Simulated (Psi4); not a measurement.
**CH6AlFSi (SMILES C[SiH2][AlH][F]) at PBE/6-311+G(d,p) (density fitting with def2-universal-jkfit, sweep point 3)**

Aim: the vertical electron affinity of CH6AlFSi at PBE/6-311+G** (density fitting with def2-universal-jkfit, sweep point 3), from 2 runs. 

The calculation is run with Psi4 1.11.

4 further runs of the same task are left out: 4 that didn't finish. Runs told in other sessions of the task aren't counted.

## (1) The molecule

CH6AlFSi has 10 atoms, charge 0, and is taken as a singlet. As SMILES, `C[SiH2][AlH][F]`. Geometry: relaxed at PBE0-D4/def2-TZVP. This is one conformer, not always the lowest.

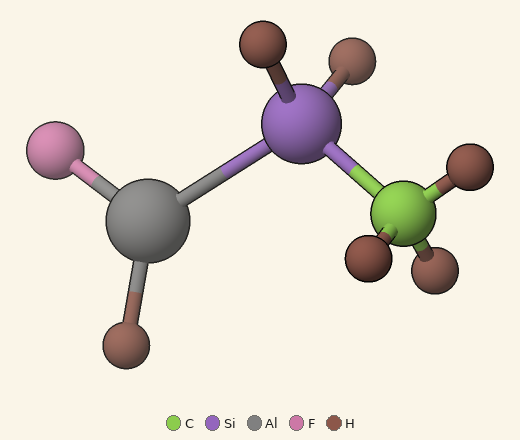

Viewed from a chosen angle; carbon green, silicon purple, aluminium grey, fluorine pink, hydrogen brown.

## (2) The energy at PBE/6-311+G(d,p) (density fitting with def2-universal-jkfit, sweep point 3)

input.dat

```
memory 1.6 GB

molecule system {
  0 1
  C      0.209300     1.522100    -0.549700
  Si    -0.487300     0.185700     0.578100
  Al     0.320500    -2.061900     0.018500
  F     -0.271300    -3.324400     0.910100
  H     -0.171000     2.504900    -0.262800
  H     -0.069900     1.340800    -1.589900
  H      1.299800     1.551100    -0.495300
  H     -1.978700     0.198000     0.509600
  H     -0.129200     0.490400     1.995500
  H      1.361100    -2.457900    -1.111000
  symmetry c1
}

set globals {
  puream true
  scf_type df
  dft_radial_points 99
  dft_spherical_points 590
  df_basis_scf def2-universal-jkfit
}

E, wfn = energy("pbe/6-311+G**", return_wfn=True)
```

Launch:

```bash
psi4 -i input.dat -o output.dat -n 1
```

output.dat:

```text
[...]
  Running in c1 symmetry.
[...]
  Nuclear repulsion =  191.941246076337649
[...]
  Multiplicity = 1
[...]
  Nalpha       = 24
  Nbeta        = 24
[...]
    Number of basis functions: 140
[...]
   @DF-RKS iter   1:  -672.63626677875084   -2.76643e-01   7.77821e-03 DIIS/ADIIS
[...]
   @DF-RKS iter   9:  -673.15475335070835   -7.16894e-08   6.11219e-07 DIIS
[...]
    Orbital Energies [Eh]
    ---------------------
    Doubly Occupied:
       1A    -65.382133     2A    -55.383792     3A    -24.213654
       4A     -9.877821     5A     -5.042182     6A     -3.946820
       7A     -3.452245     8A     -3.452148     9A     -3.451782
      10A     -2.554594    11A     -2.548129    12A     -2.544609
      13A     -1.043964    14A     -0.643484    15A     -0.468717
      16A     -0.404474    17A     -0.376113    18A     -0.374144
      19A     -0.350012    20A     -0.349010    21A     -0.318412
      22A     -0.301527    23A     -0.297582    24A     -0.238259
[...]
  @DF-RKS Final Energy:  -673.15475335070835
   => Energetics <=
    Nuclear Repulsion Energy =            191.9412460763376487
    One-Electron Energy =               -1315.4510695491408114
    Two-Electron Energy =                 507.6515452711724947
    DFT Exchange-Correlation Energy =     -57.2964751490776862
    Empirical Dispersion Energy =           0.0000000000000000
    VV10 Nonlocal Energy =                  0.0000000000000000
    Total Energy =                       -673.1547533507083472
[...]
 Multipole Moments:
 ------------------------------------------------------------------------------------
     Multipole            Electronic (a.u.)      Nuclear  (a.u.)        Total (a.u.)
 ------------------------------------------------------------------------------------
 L = 1.  Multiply by 2.5417464519 to convert [e a0] to [Debye]
 Dipole X            :         -0.2902588            0.5408093            0.2505505
 Dipole Y            :        -11.4390959           12.2152278            0.7761319
 Dipole Z            :          2.4048251           -2.8410286           -0.4362035
 Magnitude           :                                                    0.9248944
[...]
```

Run time: 17 s. Hardware: 1 thread of Intel Xeon 6975P-C (Granite Rapids), shared host; peak memory 1.1 GiB.

## (3) The doublet anion, same level

input.in

```
memory 1.6 GB

molecule {
  -1 2
  C      0.209300     1.522100    -0.549700
  Si    -0.487300     0.185700     0.578100
  Al     0.320500    -2.061900     0.018500
  F     -0.271300    -3.324400     0.910100
  H     -0.171000     2.504900    -0.262800
  H     -0.069900     1.340800    -1.589900
  H      1.299800     1.551100    -0.495300
  H     -1.978700     0.198000     0.509600
  H     -0.129200     0.490400     1.995500
  H      1.361100    -2.457900    -1.111000
  symmetry c1
}

set globals {
  basis 6-311+G**
  reference uks
  puream true
  scf_type df
  dft_radial_points 99
  dft_spherical_points 590
  df_basis_scf def2-universal-jkfit
  maxiter 100
}

energy('pbe')
```

Launch:

```bash
psi4 -n 1 input.in input.out
```

input.out:

```text
[...]
  Running in c1 symmetry.
[...]
  Nuclear repulsion =  191.941246076337649
[...]
  Multiplicity = 2
[...]
  Nalpha       = 25
  Nbeta        = 24
[...]
    Number of basis functions: 140
[...]
   @DF-UKS iter   1:  -672.55631112056744   -1.96688e-01   8.07893e-03 DIIS/ADIIS
[...]
   @DF-UKS iter  10:  -673.16518909055458   -5.82939e-08   6.76183e-07 DIIS
[...]
   @S^2 Observed:                7.537149310E-01
[...]
    Orbital Energies [Eh]
    ---------------------
    Alpha Occupied:
       1A    -65.218157     2A    -55.168196     3A    -24.026118
       4A     -9.736812     5A     -4.877139     6A     -3.732427
       7A     -3.287578     8A     -3.287476     9A     -3.286106
      10A     -2.337448    11A     -2.334928    12A     -2.331897
      13A     -0.859330    14A     -0.502270    15A     -0.307136
      16A     -0.236164    17A     -0.235235    18A     -0.220009
      19A     -0.168000    20A     -0.167274    21A     -0.147883
      22A     -0.144295    23A     -0.133600    24A     -0.058900
      25A      0.067683
    Alpha Virtual:
[...]
  @DF-UKS Final Energy:  -673.16518909055458
   => Energetics <=
    Nuclear Repulsion Energy =            191.9412460763376487
    One-Electron Energy =               -1323.8741624673521073
    Two-Electron Energy =                 516.2446684490902271
    DFT Exchange-Correlation Energy =     -57.4769411486302673
    Empirical Dispersion Energy =           0.0000000000000000
    VV10 Nonlocal Energy =                  0.0000000000000000
    Total Energy =                       -673.1651890905545770
  UHF NO Occupations:
  HONO-2 :   23  A 1.9998514
  HONO-1 :   24  A 1.9983832
[...]
 Multipole Moments:
 ------------------------------------------------------------------------------------
     Multipole            Electronic (a.u.)      Nuclear  (a.u.)        Total (a.u.)
 ------------------------------------------------------------------------------------
 L = 1.  Multiply by 2.5417464519 to convert [e a0] to [Debye]
 Dipole X            :         -0.9157809            0.5408093           -0.3749716
 Dipole Y            :        -10.4900633           12.2152278            1.7251645
 Dipole Z            :          2.9898399           -2.8410286            0.1488113
 Magnitude           :                                                    1.7717057
[...]
```

Run time: 26 s. Hardware: 1 thread of Intel Xeon 6975P-C (Granite Rapids), shared host; peak memory 1.1 GiB.

## (4) Outcome

Level: PBE/6-311+G** (density fitting with def2-universal-jkfit, sweep point 3).

| quantity | value |
| --- | --- |
| singlet CH6AlFSi: total energy | -673.15475 Eh |
| singlet CH6AlFSi: dipole moment | 2.35 D |
| singlet CH6AlFSi: HOMO energy | -6.48 eV |
| singlet CH6AlFSi: LUMO energy | -2.44 eV |
| singlet CH6AlFSi: HOMO–LUMO gap | 4.04 eV |
| doublet anion: total energy | -673.16519 Eh |
| doublet anion: HOMO energy (highest over α and β) | 1.84 eV |
| doublet anion: LUMO energy (lowest over α and β) | 2.39 eV |
| doublet anion: ⟨S²⟩ | 0.754 |
| vertical electron affinity (to the doublet anion) | 0.284 eV |

**Reading.** At fixed nuclei the extra electron is bound by 0.28 eV (27.4 kJ/mol). The HOMO (doublet anion) lies at positive energy, 1.84 eV, from the functional's self-interaction, a short basis or an electron that isn't bound; only total energies against the neutral tell.
